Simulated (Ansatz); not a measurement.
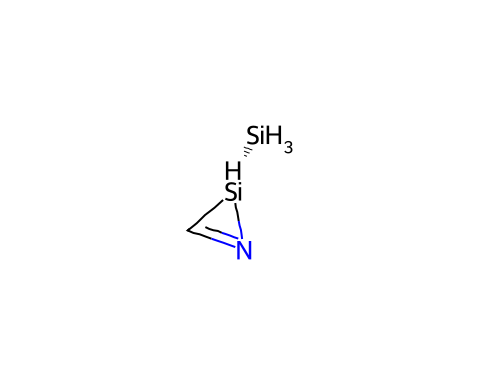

Structural formula above. The computed structure is the end point of a PBE0-D4/def2-TZVP optimisation.

What does the molecule look like in three dimensions?

It has 9 atoms: 1 carbon, 5 hydrogen, 1 nitrogen and 2 silicon (CH5NSi2). SMILES: `[SiH3][Si@H]1C=N1`. Independent rings (smallest set): 1 of 3 members. Among its groups: imine, Si–H bond, Si–N bond. The point group is C1. Coordination, clear cases only: 1 Si tetrahedral.

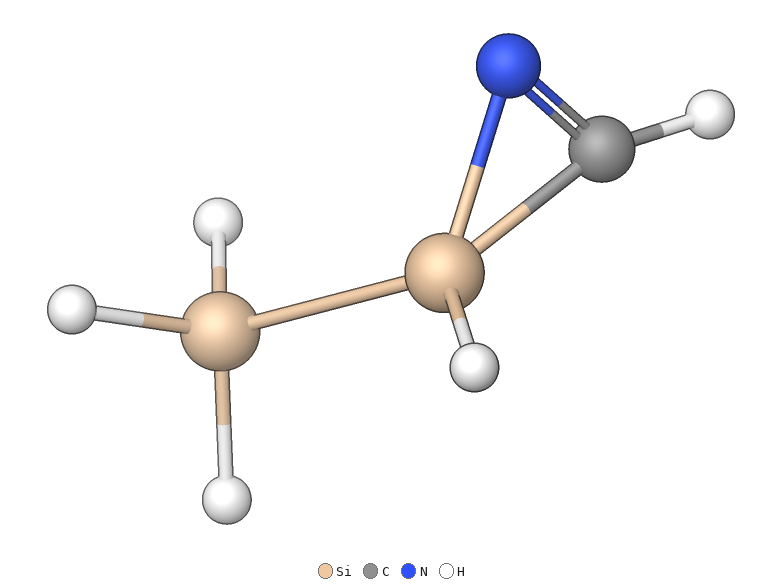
